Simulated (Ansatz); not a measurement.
# C₂H₇AlOSi: what the fields show

```xyz
12

C    -1.4565    0.4545    1.6710
Al    0.1504    0.1909    0.6029
C     0.8165    0.8930   -1.1610
O     1.3018   -0.2505   -1.8716
Si    0.8889   -1.5089   -0.7417
H    -1.5100    1.5545    2.0458
H    -1.5123   -0.2116    2.5121
H    -2.3505    0.3598    1.0012
H     0.0616    1.4599   -1.6540
H     1.7350    1.5459   -0.9635
H     2.1089   -2.1489   -0.2292
H    -0.1568   -2.3939   -1.1780
```

Method: SCF B3LYP, Gaussian basis in Ansatz.

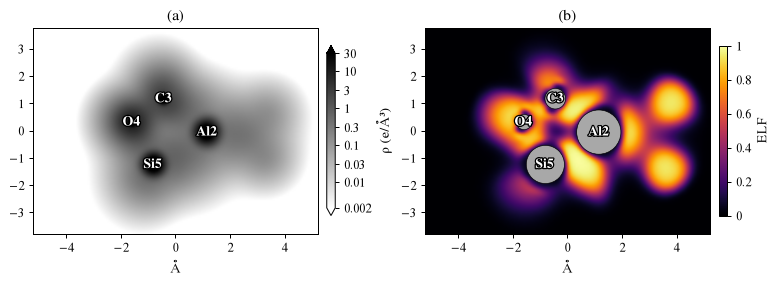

Figure 1. (a) electron density; (b) ELF on the plane of atoms Al2, Si5 and O4. Grey discs cover the atomic cores in the ELF map.

Q: Describe what can be read from this map.

A:
- The plane passes through Al, C, O and Si nuclei.
- C–O (1.43 Å): ρ at the midpoint is about 1.9 e/Å³, with its minimum of 1.7 e/Å³ about 0.5 Å from C; the ELF peaks at about 0.85 between the atoms (a shared but strongly polarised pair).
- Si–O (1.74 Å): ρ is about 1 e/Å³ halfway; the ELF peaks at about 0.85 between the atoms, as expected for a polar covalent bond.
- Al–Si (2.29 Å): ρ at the midpoint is about 0.56 e/Å³; the ELF peaks at about 0.95 between the atoms; a shared electron pair.
- C–Al (2.01 Å): ρ is about 0.68 e/Å³ halfway; the ELF peaks at about 0.95 between the atoms (a shared but strongly polarised pair).
- The ELF also peaks beside O4, away from the bonds: lone-pair regions.

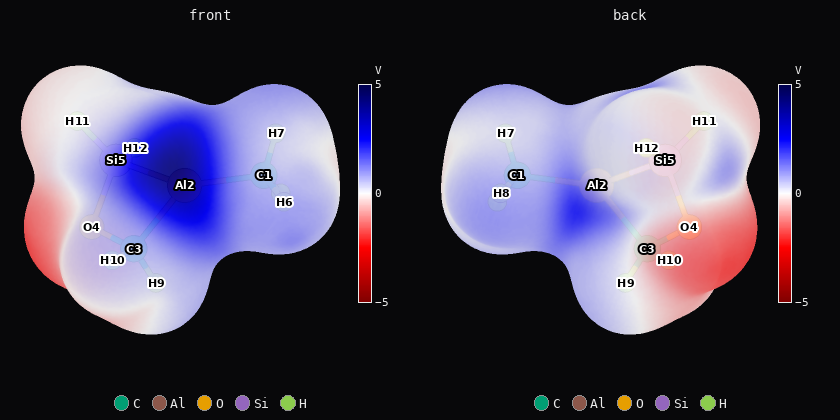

Figure 2. The electrostatic potential painted on the density surface at 0.002 e/bohr³, seen from the front and from behind; the colour scale runs from red (negative) to blue (positive).

Q: Describe the electrostatic potential map.

A: The most negative region (about −1.8 V) lies over O4, the most positive (about +4.1 V) over Al2. O4 is the likeliest acceptor of a hydrogen bond.

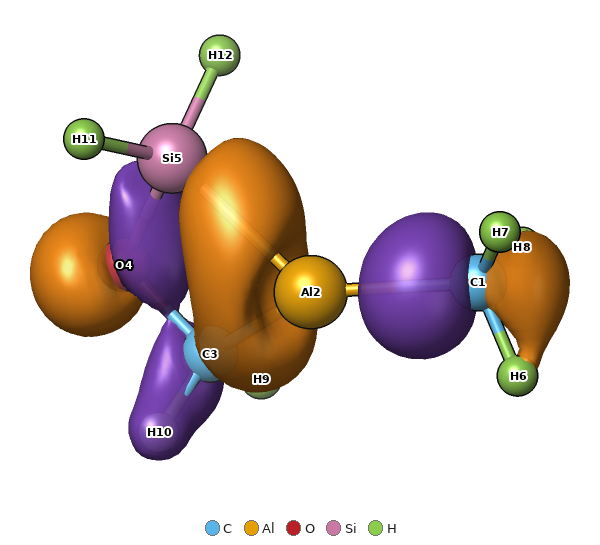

Figure 3. The HOMO−1 at ±0.15 Å⁻³ᐟ² (orange and purple are the two phases), seen at a tilt.

Q: Where does this orbital lie, and at what energy?

A: By Hirshfeld shares it lies mainly on O4 (about 25 %), C1 (about 20 %), Al2 (about 20 %), C3 (about 15 %) and Si5 (about 15 %). Its energy is −7.09 eV.
